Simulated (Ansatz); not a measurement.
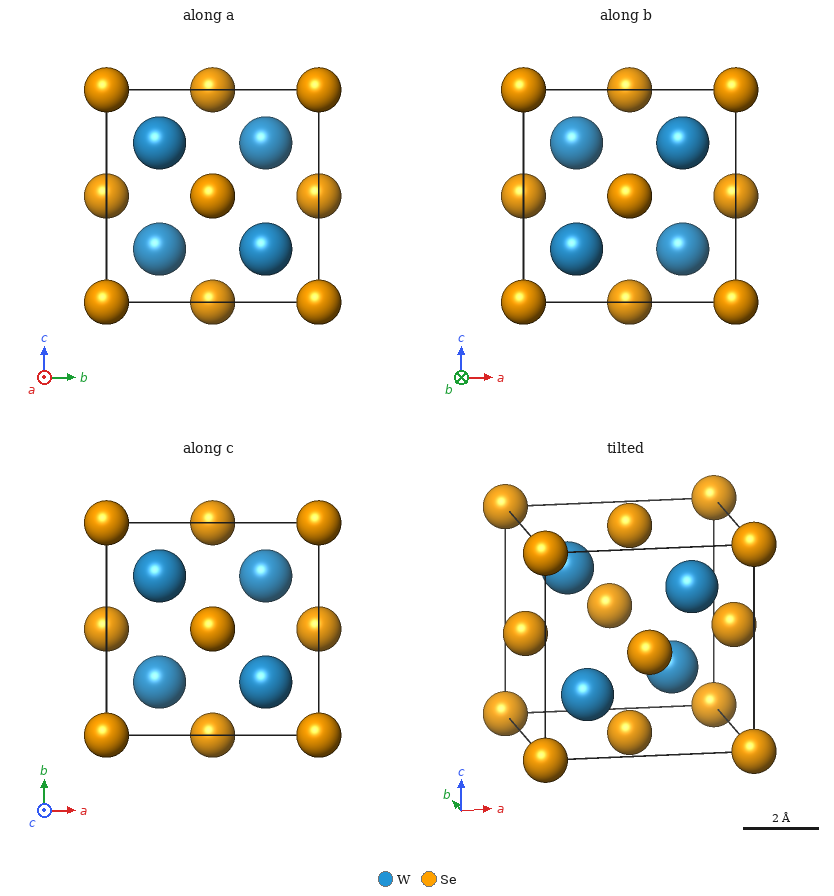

Crystal structure, spheres-only style, seen along the a axis, along the b axis, along the c axis and slightly off an axis. Lines trace the edges of the conventional unit cell.

Lattice parameters: a = 5.677 Å, b = 5.677 Å, c = 5.677 Å, α = 90.00°, β = 90.00°, γ = 90.00°. Put a along x and b in the xy plane.

Question: Express the structure as a POSCAR file.

Answer:
```
W Se
1.0
     5.677    0.000    0.000
     0.000    5.677    0.000
     0.000    0.000    5.677
W Se
4 4
Direct
  0.7500 0.7500 0.2500
  0.7500 0.2500 0.7500
  0.2500 0.7500 0.7500
  0.2500 0.2500 0.2500
  0.0000 0.0000 0.0000
  0.0000 0.5000 0.5000
  0.5000 0.0000 0.5000
  0.5000 0.5000 0.0000
```

Provenance: a structure type filled with these elements by a generator (whether the compound takes this form wasn't checked). Earlier steps of the study may have refined or changed the cell and positions. It was set up as input for a calculation with Ansatz.
